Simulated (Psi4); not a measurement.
**A workflow on GaH2O2 (SMILES [OH][Ga][OH])**

Wanted: a series of 9 runs (UBP86/def2-SVP) of GaH2O2. 

The results are computed with Psi4 1.11.

## Step 1: The structure to begin with

The species is GaH2O2 (5 atoms), meant as a doublet with charge 0. SMILES: `[OH][Ga][OH]`. The coordinates come from a PBE0-D4/def2-TZVP relaxation. This is one conformer, not always the lowest.

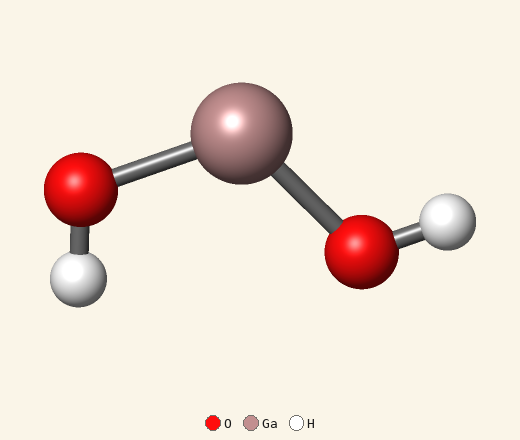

The structure, seen from a chosen angle (oxygen red, gallium pink, hydrogen white).

## Step 2: A single-point energy at UBP86/def2-SVP (density fitting) (run 1)

File input.in:

```
memory 1600 MB

molecule mol {
  0 2
  O     -0.370600     0.021600    -1.274400
  Ga    -0.311700    -0.753800     0.353600
  O      0.618200     0.154900     1.591100
  H     -0.867400    -0.464600    -1.936500
  H      0.981500     0.968200     1.224700
  units angstrom
  symmetry c1
}

set {
  basis def2-SVP
  reference uks
}

result, w = energy('bp86', return_wfn=True)
print_variables()
```

The run is started by

```console
$ psi4 -n 1 input.in input.out
```

input.out:

```text
[...]
  Running in c1 symmetry.
[...]
  Nuclear repulsion =  182.431292115847441
[...]
  Multiplicity = 2
[...]
  Nalpha       = 25
  Nbeta        = 24
[...]
    Number of basis functions: 70
[...]
   @DF-UKS iter   1: -2074.64095429972622   -1.66949e+00   3.67739e-02 DIIS/ADIIS
[...]
   @DF-UKS iter  11: -2076.42342290274246   -7.54835e-09   7.91449e-07 DIIS
[...]
   @S^2 Observed:                7.517962572E-01
[...]
    Orbital Energies [Eh]
    ---------------------
    Alpha Occupied:
       1A   -371.021916     2A    -45.340075     3A    -40.196080
       4A    -40.194283     5A    -40.192869     6A    -18.781705
       7A    -18.769613     8A     -5.274357     9A     -3.606807
      10A     -3.602228    11A     -3.598469    12A     -0.889626
      13A     -0.878966    14A     -0.740268    15A     -0.740091
      16A     -0.737746    17A     -0.733568    18A     -0.729500
      19A     -0.454863    20A     -0.419276    21A     -0.328902
      22A     -0.287043    23A     -0.279491    24A     -0.252690
      25A     -0.196503
    Alpha Virtual:
[...]
  @DF-UKS Final Energy: -2076.42342290274246
   => Energetics <=
    Nuclear Repulsion Energy =            182.4312921158474410
    One-Electron Energy =               -3255.8361100422457639
    Two-Electron Energy =                1090.2363425076002841
    DFT Exchange-Correlation Energy =     -93.2549474839445338
    Empirical Dispersion Energy =           0.0000000000000000
    VV10 Nonlocal Energy =                  0.0000000000000000
    Total Energy =                      -2076.4234229027424590
[...]
 Multipole Moments:
 ------------------------------------------------------------------------------------
     Multipole            Electronic (a.u.)      Nuclear  (a.u.)        Total (a.u.)
 ------------------------------------------------------------------------------------
 L = 1.  Multiply by 2.5417464519 to convert [e a0] to [Debye]
 Dipole X            :         -1.6436736            1.3598250           -0.2838487
 Dipole Y            :         -3.3833413            3.2045837           -0.1787576
 Dipole Z            :          1.1187542           -1.6796047           -0.5608505
 Magnitude           :                                                    0.6535118
[...]
```

Wall time 3.3 s (1 thread of AMD EPYC 9R45 (Zen 5), shared host); peak memory 0.4 GiB.

## Step 3: The distorted shape: a single-point energy at UBP86/def2-SVP (density fitting) (run 2)

File gah2o2.inp:

```
memory 1600 mb

molecule {
  0 2
  O     -0.231110     0.157910    -1.088768
  Ga    -0.172210    -0.617490     0.539232
  O      0.618200     0.154900     1.591100
  H     -0.727910    -0.328290    -1.750868
  H      0.981500     0.968200     1.224700
  symmetry c1
}

set globals {
  basis     def2-SVP
  reference uks
}

set reference uhf
set stability_analysis follow
set max_attempts 5
energy('scf')
set reference uks
set stability_analysis none
set guess read
set guess_mix false

E, wfn = energy('bp86', return_wfn=True)
```

The run is started by

```console
$ psi4 -n 1 gah2o2.inp gah2o2.out
```

gah2o2.out:

```text
[...]
  Running in c1 symmetry.
[...]
  Nuclear repulsion =  197.271852692230595
[...]
  Multiplicity = 2
[...]
  Nalpha       = 25
  Nbeta        = 24
[...]
    Number of basis functions: 70
[...]
   @DF-UHF iter   1: -2072.47192386497454   -3.05513e+00   3.15647e-02 ADIIS/DIIS
[...]
   @DF-UKS iter   8: -2076.36674567927321   -5.44692e-08   8.13386e-07 DIIS
[...]
   @S^2 Observed:                7.515525411E-01
[...]
    Orbital Energies [Eh]
    ---------------------
    Alpha Occupied:
       1A   -371.007101     2A    -45.329545     3A    -40.185349
       4A    -40.183370     5A    -40.181185     6A    -18.782616
       7A    -18.768404     8A     -5.268980     9A     -3.600661
      10A     -3.597126    11A     -3.594732    12A     -0.952121
      13A     -0.876837    14A     -0.738787    15A     -0.738322
      16A     -0.733746    17A     -0.732440    18A     -0.722163
      19A     -0.474019    20A     -0.429999    21A     -0.326700
      22A     -0.311244    23A     -0.298376    24A     -0.254197
      25A     -0.179741
    Alpha Virtual:
[...]
  @DF-UKS Final Energy: -2076.36674567927321
   => Energetics <=
    Nuclear Repulsion Energy =            197.2718526922305955
    One-Electron Energy =               -3285.2679740032685913
    Two-Electron Energy =                1104.9935737940731997
    DFT Exchange-Correlation Energy =     -93.3641981623080142
    Empirical Dispersion Energy =           0.0000000000000000
    VV10 Nonlocal Energy =                  0.0000000000000000
    Total Energy =                      -2076.3667456792732082
[...]
 Multipole Moments:
 ------------------------------------------------------------------------------------
     Multipole            Electronic (a.u.)      Nuclear  (a.u.)        Total (a.u.)
 ------------------------------------------------------------------------------------
 L = 1.  Multiply by 2.5417464519 to convert [e a0] to [Debye]
 Dipole X            :         -1.1999292            1.1210316           -0.0788976
 Dipole Y            :         -2.9522654            2.9712342            0.0189688
 Dipole Z            :          1.7142347           -1.9973886           -0.2831540
 Magnitude           :                                                    0.2945519
[...]
```

It took 4.2 s on 1 thread of AMD EPYC 9R45 (Zen 5), shared host; peak memory 0.4 GiB.

Runs 3 to 7 aren't shown in full; the table further down has their settings and results.

## Step 4: The distorted shape: the energy at UBP86/def2-SVP (density fitting) (run 8)

File job.dat:

```
memory 1600 mb

molecule geom {
  0 2
  O     -1.486482    -1.068842    -2.759402
  Ga    -1.427582    -1.844242    -1.131402
  O      0.618200     0.154900     1.591100
  H     -1.983282    -1.555042    -3.421502
  H      0.981500     0.968200     1.224700
  symmetry c1
}

set globals {
  reference uks
  level_shift 0.3
  level_shift_cutoff 1e-09
  d_convergence 1e-06
  maxiter 150
}

set reference uhf
set stability_analysis follow
set max_attempts 5
energy("scf/def2-SVP")
set reference uks
set stability_analysis none
set guess read
set guess_mix false

energy("bp86/def2-SVP")
```

The run is started by

```console
$ psi4 -n 1 job.dat job.out
```

job.out:

```text
[...]
  Running in c1 symmetry.
[...]
  Nuclear repulsion =  133.851673022906283
[...]
  Multiplicity = 2
[...]
  Nalpha       = 25
  Nbeta        = 24
[...]
    Number of basis functions: 70
[...]
   @DF-UHF iter   1: -2072.52925173325593   -4.45891e+00   3.07402e-02 DIIS/ADIIS/SHIFT
[...]
   @DF-UKS iter  56: -2076.33336207303319   -1.57252e-09   9.56167e-07 DIIS/SHIFT
[...]
   @S^2 Observed:                7.518810171E-01
[...]
    Orbital Energies [Eh]
    ---------------------
    Alpha Occupied:
       1A   -371.013758     2A    -45.333688     3A    -40.189076
       4A    -40.188626     5A    -40.186020     6A    -18.807493
       7A    -18.766418     8A     -5.263826     9A     -3.595107
      10A     -3.593693    11A     -3.586421    12A     -0.877695
      13A     -0.875839    14A     -0.729499    15A     -0.729462
      16A     -0.725400    17A     -0.723568    18A     -0.718399
      19A     -0.435370    20A     -0.385786    21A     -0.319944
      22A     -0.316990    23A     -0.263221    24A     -0.245642
      25A     -0.222923
    Alpha Virtual:
[...]
  @DF-UKS Final Energy: -2076.33336207303319
   => Energetics <=
    Nuclear Repulsion Energy =            133.8516730229062830
    One-Electron Energy =               -3159.0118972768459571
    Two-Electron Energy =                1041.9831809597858410
    DFT Exchange-Correlation Energy =     -93.1563187788794664
    Empirical Dispersion Energy =           0.0000000000000000
    VV10 Nonlocal Energy =                  0.0000000000000000
    Total Energy =                      -2076.3333620730331859
[...]
 Multipole Moments:
 ------------------------------------------------------------------------------------
     Multipole            Electronic (a.u.)      Nuclear  (a.u.)        Total (a.u.)
 ------------------------------------------------------------------------------------
 L = 1.  Multiply by 2.5417464519 to convert [e a0] to [Debye]
 Dipole X            :         -3.5409445            3.2701064           -0.2708381
 Dipole Y            :         -5.1808432            5.0713144           -0.1095288
 Dipole Z            :         -1.5112514            0.8625743           -0.6486770
 Magnitude           :                                                    0.7114294
[...]
```

Wall time 10 s (1 thread of AMD EPYC 9R45 (Zen 5), shared host); peak memory 0.36 GiB.

## Step 5: The distorted shape: the energy at UBP86/def2-SVP (density fitting) (run 9)

File input.in:

```
memory 1600 mb

molecule mol {
  0 2
  O     -4.21488483    -3.39360986    -7.08539204
  Ga    -4.10357996    -4.85890350    -4.00891791
  O      1.16822869     0.29271858     3.00674324
  H     -5.15370077    -4.31239470    -8.33657971
  H      1.85476619     1.82963283     2.31434758
  units bohr
  symmetry c1
}

set basis def2-SVP
set reference uks

set reference uhf
set stability_analysis follow
set max_attempts 5
energy("scf")
set reference uks
set stability_analysis none
set guess read
set guess_mix false

E, wfn = energy("bp86", return_wfn=True)
```

The run is started by

```console
$ psi4 -i input.in -o input.out -n 1
```

input.out:

```text
[...]
  Running in c1 symmetry.
[...]
  Nuclear repulsion =  122.277264185490935
[...]
  Multiplicity = 2
[...]
  Nalpha       = 25
  Nbeta        = 24
[...]
    Number of basis functions: 70
[...]
   @DF-UHF iter   1: -2072.53032060836313   -4.46199e+00   3.07156e-02 ADIIS/DIIS
[...]
   @DF-UKS iter  11: -2076.33075290642955   -1.53468e-08   4.66579e-07 DIIS
[...]
   @S^2 Observed:                7.514492151E-01
[...]
    Orbital Energies [Eh]
    ---------------------
    Alpha Occupied:
       1A   -371.002523     2A    -45.322717     3A    -40.178110
       4A    -40.177647     5A    -40.174964     6A    -18.830388
       7A    -18.755658     8A     -5.252750     9A     -3.584120
      10A     -3.582631    11A     -3.575199    12A     -0.899618
      13A     -0.865338    14A     -0.718558    15A     -0.718516
      16A     -0.714337    17A     -0.712428    18A     -0.707260
      19A     -0.425733    20A     -0.404688    21A     -0.341043
      22A     -0.309241    23A     -0.265579    24A     -0.253844
      25A     -0.213932
    Alpha Virtual:
[...]
  @DF-UKS Final Energy: -2076.33075290642955
   => Energetics <=
    Nuclear Repulsion Energy =            122.2772641854909210
    One-Electron Energy =               -3136.0958009030223366
    Two-Electron Energy =                1030.6463565512847254
    DFT Exchange-Correlation Energy =     -93.1585727401829899
    Empirical Dispersion Energy =           0.0000000000000000
    VV10 Nonlocal Energy =                  0.0000000000000000
    Total Energy =                      -2076.3307529064295522
[...]
 Multipole Moments:
 ------------------------------------------------------------------------------------
     Multipole            Electronic (a.u.)      Nuclear  (a.u.)        Total (a.u.)
 ------------------------------------------------------------------------------------
 L = 1.  Multiply by 2.5417464519 to convert [e a0] to [Debye]
 Dipole X            :         -4.5931131            4.5436576           -0.0494555
 Dipole Y            :         -6.1926677            6.3158317            0.1231640
 Dipole Z            :         -2.9419421            2.5574025           -0.3845396
 Magnitude           :                                                    0.4067996
[...]
```

It took 3.9 s on 1 thread of AMD EPYC 9R45 (Zen 5), shared host; peak memory 0.35 GiB.

## Step 6: Overview of the runs

```
run                start  level shift        partner    energy (Eh)  dipole moment (D)  HOMO energy (eV)  LUMO energy (eV)  wall time
  1                    –            –           base   -2076.423423               1.66             -5.35             -4.18      3.3 s
  2  stable UHF solution            –  Ga2–O3 1.53 Å   -2076.366746               0.75             -4.89             -3.67      4.2 s
  3  stable UHF solution            –  Ga2–O3 2.06 Å   -2076.409015               2.46             -5.66             -4.60      4.5 s
  4  stable UHF solution            –  Ga2–O3 2.33 Å   -2076.383003               2.86             -5.64             -4.86      4.5 s
  5  stable UHF solution            –  Ga2–O3 2.69 Å   -2076.357781               2.84             -5.50             -5.00      4.5 s
  6  stable UHF solution            –  Ga2–O3 3.23 Å   -2076.340787               2.39             -5.73             -5.16       10 s
  7  stable UHF solution            –  Ga2–O3 3.95 Å  not converged                  –                 –                 –       16 s
  8  stable UHF solution          0.3  Ga2–O3 3.95 Å   -2076.333362               1.81             -6.05                 –       10 s
  9  stable UHF solution            –  Ga2–O3 5.38 Å   -2076.330753               1.03             -5.82             -5.71      3.9 s
```

## Step 7: Results

```
                                                          quantity           value
                              distorted shape, run 9: total energy  -2076.33075 Eh
                             distorted shape, run 9: dipole moment          1.03 D
        distorted shape, run 9: HOMO energy (highest over α and β)        -5.82 eV
         distorted shape, run 9: LUMO energy (lowest over α and β)        -5.71 eV
                                      distorted shape, run 9: ⟨S²⟩           0.751
energy change with the Ga2–O3 bond stretched from 1.795 to 2.333 Å        1.100 eV
energy change with the Ga2–O3 bond stretched from 1.795 to 2.064 Å        0.392 eV
energy change with the Ga2–O3 bond stretched from 1.795 to 5.385 Å        2.522 eV
energy change with the Ga2–O3 bond stretched from 1.795 to 3.949 Å        2.451 eV
energy change with the Ga2–O3 bond stretched from 1.795 to 3.231 Å        2.249 eV
energy change with the Ga2–O3 bond stretched from 1.795 to 2.692 Å        1.786 eV
energy change with the Ga2–O3 bond shortened from 1.795 to 1.526 Å        1.542 eV
```

With the Ga2–O3 bond stretched from 1.795 to 2.333 Å the energy rises by 1.10 eV (106 kJ/mol). The first shape isn't relaxed at this level, so the change isn't measured from a minimum. With the Ga2–O3 bond stretched from 1.795 to 2.064 Å the energy rises by 0.39 eV (9.0 kcal/mol). With the Ga2–O3 bond stretched from 1.795 to 5.385 Å the energy rises by 2.52 eV (58 kcal/mol). With the Ga2–O3 bond stretched from 1.795 to 3.949 Å the energy rises by 2.45 eV (57 kcal/mol). With the Ga2–O3 bond stretched from 1.795 to 3.231 Å the energy rises by 2.25 eV (52 kcal/mol). With the Ga2–O3 bond stretched from 1.795 to 2.692 Å the energy rises by 1.79 eV (41 kcal/mol). The lowest energy is that of run 1; the highest lies 2.522 eV above it. All runs together took 62 s, the longest 16 s. 1 of the 9 runs did not end normally.
